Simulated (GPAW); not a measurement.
# KTaO3 (Pm-3m): the K K absorption edge

Aim: the dependence of the K K near-edge features of KTaO3 (Pm-3m) on volume.

Main program and level: GPAW 26.7.0; X-ray absorption from dipole matrix elements to empty bands, plane-wave PAW revPBE, without spin-orbit coupling.

## (1) Starting point

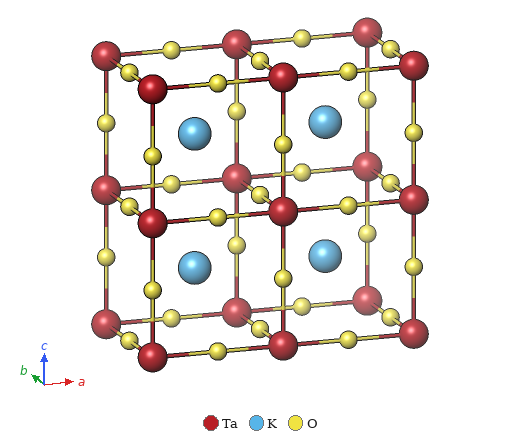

Start, viewed slightly off an axis; tantalum red, potassium blue, oxygen yellow. 2×1×2 cells are drawn. Some periodic images of atoms are drawn too.

Structure file:

```
Ta K O
1.0
     3.98830    0.00000    0.00000
     0.00000    3.98830    0.00000
     0.00000    0.00000    3.98830
Ta K O
1 1 3
Direct
  0.00000 0.00000 0.00000
  0.50000 0.50000 0.50000
  0.00000 0.00000 0.50000
  0.00000 0.50000 0.00000
  0.50000 0.00000 0.00000
```

## (2) The field without a hole

A plain self-consistent run shows whether there is a gap, which decides the set-up of the core-hole run.

scf.py reads:

```python
import numpy as np
from ase import Atoms
from ase.parallel import parprint, paropen
from gpaw import GPAW, PW, FermiDirac, Mixer, MixerDif, setup_paths
from gpaw.test import gen
setup_paths.insert(0, '.')
gen('K', name='nch1s', xcname='revPBE', corehole=(1, 0, 0), write_xml=True)
from gpaw.mpi import world
world.barrier()

atoms = Atoms('TaKO3',
    cell=[[3.9883, 0, 0],
     [0, 3.9883, 0],
     [0, 0, 3.9883]],
    scaled_positions=[[0, 0, 0],
     [0.5, 0.5, 0.5],
     [0, 0, 0.5],
     [0, 0.5, 0],
     [0.5, 0, 0]],
    pbc=True)
atoms.calc = calc = GPAW(legacy_gpaw=True, mode=PW(500, force_complex_dtype=True), xc='revPBE', setups={1: 'nch1s'},
    kpts={'size': (6, 6, 6), 'gamma': True}, occupations=FermiDirac(0.05),
    charge=0, mixer=Mixer(0.1, 5, 50), maxiter=150,
    convergence={'density': 0.0001, 'eigenstates': 1e-6}, txt='scf.txt')
energy = atoms.get_potential_energy() + calc.get_reference_energy()
ef = calc.get_fermi_level()
out = dict(energy=energy, fermi=ef, forces=atoms.get_forces().tolist())
parprint(f'all-electron energy {energy:.4f} eV, Fermi level {ef:.4f} eV')
ev = np.array([[calc.get_eigenvalues(k, s) for k in range(len(calc.get_ibz_k_points()))] for s in range(calc.get_number_of_spins())])
out['homo'], out['lumo'], out['counts'] = ev[ev < ef].max(), ev[ev > ef].min(), sorted(set((ev < ef).sum((0, 2)).tolist()))
out['filled'] = (ev[:, 0] < ef).sum(1).tolist()
import json
with paropen('out.json', 'w') as f:
    json.dump(out, f)
```

Started as:

```sh
$ OMP_NUM_THREADS=1 mpirun -n 4 gpaw python scf.py
```

Numbers of over 12 decimals in the logs are rounded to 6 here.

Output:

```text
Input parameters:
  convergence: {density: 0.0001,
                eigenstates: 1e-06}
  kpts: {gamma: True,
         size: (6, 6, 6)}
  maxiter: 150
  mixer: {backend: pulay,
          beta: 0.1,
          method: separate,
          nmaxold: 5,
          weight: 50}
  mode: {ecut: 500.0,
         force_complex_dtype: True,
         name: pw}
  occupations: {fixmagmom: False,
                name: fermi-dirac,
                width: 0.05}
  setups: {1: nch1s}
  xc: revPBE

Initialize ...

[... PAW data sets ...]

Reference energy: -446694.570353  # eV

Spin-paired calculation

[... convergence settings ...]
Symmetries present (total): 48
  [... symmetry matrices ...]

216 k-points: 6 x 6 x 6 Monkhorst-Pack grid + [1/12,1/12,1/12]
20 k-points in the irreducible part of the Brillouin zone
       k-points in crystal coordinates                weights
   0:     0.00000000    0.00000000    0.00000000          1/216
   1:     0.16666667    0.00000000    0.00000000          6/216
   2:     0.16666667    0.16666667    0.00000000         12/216
   3:     0.16666667    0.16666667    0.16666667          8/216
   4:     0.33333333    0.00000000    0.00000000          6/216
   5:     0.33333333    0.16666667    0.00000000         24/216
   6:     0.33333333    0.16666667    0.16666667         24/216
   7:     0.33333333    0.33333333    0.00000000         12/216
   8:     0.33333333    0.33333333    0.16666667         24/216
   9:     0.33333333    0.33333333    0.33333333          8/216
          ...
  19:     0.50000000    0.50000000    0.50000000          1/216

Wave functions: Plane wave expansion
  Cutoff energy: 500.000 eV
  Number of coefficients (min, max): 1575, 1640
  Pulay-stress correction: 0.000000 eV/Ang^3 (de/decut=0.000000)
  Using FFTW library
  Wavefunction extrapolation:
    Improved wavefunction reuse through dual PAW basis

Occupation numbers: Fermi-Dirac:
  width: 0.0500  # eV

Eigensolver
   Davidson(niter=2)

Densities:
  Coarse grid: 21*21*21 grid
  Fine grid: 42*42*42 grid
  Total Charge: 0.000000

Density mixing:
  Method: separate
  Backend: pulay
  Linear mixing parameter: 0.1
  old densities: 5
  Width of damping distribution: 1.1
  Damping of long wavelength oscillations: 50

[... Hamiltonian set-up ...]
Number of atoms: 5
Number of atomic orbitals: 30
Number of bands in calculation: 28
Number of valence electrons: 40
Bands to converge: occupied

... initialized

Initializing position-dependent things.

Density initialized from atomic densities
Creating initial wave functions:
  28 bands from LCAO basis set

Positions:
   0 Ta     0.000000    0.000000    0.000000    ( 0.0000,  0.0000,  0.0000)
   1 K      1.994150    1.994150    1.994150    ( 0.0000,  0.0000,  0.0000)
   2 O      0.000000    0.000000    1.994150    ( 0.0000,  0.0000,  0.0000)
   3 O      0.000000    1.994150    0.000000    ( 0.0000,  0.0000,  0.0000)
   4 O      1.994150    0.000000    0.000000    ( 0.0000,  0.0000,  0.0000)

Unit cell:
           periodic     x           y           z      points  spacing
  1. axis:    yes    3.988300    0.000000    0.000000    21     0.1899
  2. axis:    yes    0.000000    3.988300    0.000000    21     0.1899
  3. axis:    yes    0.000000    0.000000    3.988300    21     0.1899

  Lengths:   3.988300   3.988300   3.988300
  Angles:   90.000000  90.000000  90.000000

Effective grid spacing dv^(1/3) = 0.1899

iter:   1   -42.091892
iter:   2   -39.280835   -1.07  -0.95
iter:   3   -36.868797   -0.87  -1.07
iter:   4   -36.953196   -2.35  -1.43
iter:   5   -36.902794   -2.08  -1.48
iter:   6   -36.915547   -2.51  -2.39
iter:   7   -36.918509c  -2.44  -2.27
iter:   8   -36.896718   -2.99  -2.23
iter:   9   -36.896700   -4.28  -2.86
iter:  10   -36.896140c  -4.54  -2.98
iter:  11   -36.896134c  -5.58  -3.86
iter:  12   -36.896135c  -6.72c -4.33c

Converged after 12 iterations.

Dipole moment: (0.000000, 0.000000, 0.000000) |e|*Ang

Energy contributions relative to reference atoms: (reference = -446694.570353)

Kinetic:        +32.230331
Potential:      -34.494864
External:        +0.000000
XC:             -34.166839
Entropy (-ST):   -0.000000
Local:           -0.464762
SIC:             +0.000000
--------------------------
Free energy:    -36.896135
Extrapolated:   -36.896135

Showing only first 2 kpts
 Kpt  Band  Eigenvalues  Occupancy
  0    18      4.92461    2.00000
  0    19      4.92462    2.00000
  0    20      7.74954    0.00000
  0    21      7.74954    0.00000

  1    18      4.81442    2.00000
  1    19      4.81444    2.00000
  1    20      7.78630    0.00000
  1    21      8.53546    0.00000

Fermi level: 6.66363

Gap: 2.213 eV
Transition (v -> c):
  (s=0, k=18, n=19, [0.50, 0.50, 0.33]) -> (s=0, k=0, n=20, [0.00, 0.00, 0.00])
Direct/indirect transitions are different
Direct gap: 2.825 eV
Transition at: (s=0, k=0, n=19, [0.00, 0.00, 0.00])

Forces in eV/Ang:
  0 Ta   -0.00000   -0.00000    0.00000
  1 K     0.00000    0.00000    0.00000
  2 O    -0.00000    0.00000    0.00000
  3 O    -0.00000   -0.00000    0.00000
  4 O    -0.00000   -0.00000    0.00000
Scalar-relativistic atomic revPBE calculation for K (Potassium, Z=19)
Core hole in 1s state (1s occupation: 2.0)
600 radial gridpoints.
|------------------------------------------------|
|------------------------------------------------|
[... the atom generator's iteration count ...]

Energy contributions:
-------------------------
Kinetic:     +605.695748
XC:           -33.475845
Potential:  -1174.374246
-------------------------
Total:       -602.154343

state      eigenvalue         ekin         rmax
-----------------------------------------------
1s^2.0 :  -129.436546   174.375212        0.053
2s^2.0 :   -12.990743    28.584356        0.318
2p^6.0 :   -10.293405    27.503067        0.263
3s^2.0 :    -1.300803     5.093920        1.078
3p^6.0 :    -0.692287     4.038157        1.158
4s^1.0 :    -0.083603     0.341428        4.281
-----------------------------------------------
(units: Bohr and Hartree)

Generating PAW setup
Kinetic energy of the core from tauc = 573.258786
Cutoffs:
rc(s)=2.120
rc(p)=2.090
rc(d)=1.770
rc(vbar)=2.070
rc(comp)=2.090
rc(nct)=2.120

Kinetic energy of the core states: 570.937537
Charge: 0.0
Core electrons: 10.0
Valence electrons: 9.0
Pseudo-core charge: 0.000515
Shape function alpha=2.289
Pseudo-electron charge 7.297459
state    eigenvalue         norm
--------------------------------
3s(2) :    -1.300803     0.976093
4s(1) :    -0.083603     0.996821
3p(6) :    -0.692287     0.724656
*p    :     0.307713
*d    :     0.000000
--------------------------------

Diagonalizing with gridspacing h=0.050

state   all-electron     PAW
-------------------------------
3s:      -1.300803    -1.301381
3p:      -0.692287    -0.693580
*d:                    0.007130
*f:                    0.049135
-------------------------------
all-electron energy -446731.4665 eV, Fermi level 6.6636 eV
```

Elapsed: 7.6 s, on 4 MPI ranks of Arm Neoverse V1, shared host; peak memory 0.19 GiB.

The mesh shows a gap of 2.21 eV, so the hole is first treated in a charged cell, without the excited electron.

## (3) Reference energy of the supercell

The photon energy needs a difference of total energies, so the cell and mesh of the coming hole run are first run without a hole.

Changes to scf.py since step 2:

```diff
@@ -10,14 +10,19 @@
 
-atoms = Atoms('TaKO3',
-    cell=[[3.9883, 0, 0],
-     [0, 3.9883, 0],
-     [0, 0, 3.9883]],
+atoms = Atoms('Ta2K2O6',
+    cell=[[3.9883, 0, 3.9883],
+     [0, 3.9883, 3.9883],
+     [-3.9883, 0, 3.9883]],
     scaled_positions=[[0, 0, 0],
-     [0.5, 0.5, 0.5],
-     [0, 0, 0.5],
-     [0, 0.5, 0],
-     [0.5, 0, 0]],
+     [0.5, 0, 0.5],
+     [0.25, 0.5, 0.75],
+     [0.75, 0.5, 0.25],
+     [0.25, 0, 0.25],
+     [0.75, 0, 0.75],
+     [0.75, 0.5, 0.75],
+     [0.25, 0.5, 0.25],
+     [0.25, 0, 0.75],
+     [0.75, 0, 0.25]],
     pbc=True)
-atoms.calc = calc = GPAW(legacy_gpaw=True, mode=PW(500, force_complex_dtype=True), xc='revPBE', setups={1: 'nch1s'},
-    kpts={'size': (6, 6, 6), 'gamma': True}, occupations=FermiDirac(0.05),
+atoms.calc = calc = GPAW(legacy_gpaw=True, mode=PW(500, force_complex_dtype=True), xc='revPBE', setups={2: 'nch1s'},
+    kpts={'size': (4, 4, 4), 'gamma': True}, occupations=FermiDirac(0.02),
     charge=0, mixer=Mixer(0.1, 5, 50), maxiter=150,
```

Output:

```text
Input parameters:
  convergence: {density: 0.0001,
                eigenstates: 1e-06}
  kpts: {gamma: True,
         size: (4, 4, 4)}
  maxiter: 150
  mixer: {backend: pulay,
          beta: 0.1,
          method: separate,
          nmaxold: 5,
          weight: 50}
  mode: {ecut: 500.0,
         force_complex_dtype: True,
         name: pw}
  occupations: {fixmagmom: False,
                name: fermi-dirac,
[...]
3s(2) :    -1.300803     0.976093
4s(1) :    -0.083603     0.996821
3p(6) :    -0.692287     0.724656
*p    :     0.307713
*d    :     0.000000
--------------------------------

Diagonalizing with gridspacing h=0.050

state   all-electron     PAW
-------------------------------
3s:      -1.300803    -1.301381
3p:      -0.692287    -0.693580
*d:                    0.007130
*f:                    0.049135
-------------------------------
all-electron energy -893462.8900 eV, Fermi level 6.1105 eV
[key lines of the parts left out:]
Converged after 17 iterations.
Dipole moment: (-0.000000, 0.000000, 0.000000) |e|*Ang
Free energy:    -73.749735
Fermi level: 6.11053
```

Elapsed: 17 s, on 4 MPI ranks; peak memory 0.25 GiB.

Reference energy: -893462.890 eV with the cores included.

(Part 1 of 3 ends here.)

[Banner, clock and machine lines of the logs are left out without a mark of their own.]

[Logs are printed without paths, hosts, clocks, repeated set-up lines and the standing remarks that a program may print on its own settings, such as how far it seeks lower states.]

[Hosts, paths, dates, database ids (printed as entryN), source tags and the programs' standing remarks are cut or masked in the printed files.]

[Lists of maxima count a maximum above −3 eV only where it reaches 4 % of the highest in the window and stands out from its surroundings by 2 % of it (1.5 % where it reaches 55 %); shoulders and weaker maxima are passed over, and of the rest the first, up to two pre-edge ones and the few strongest are named.]
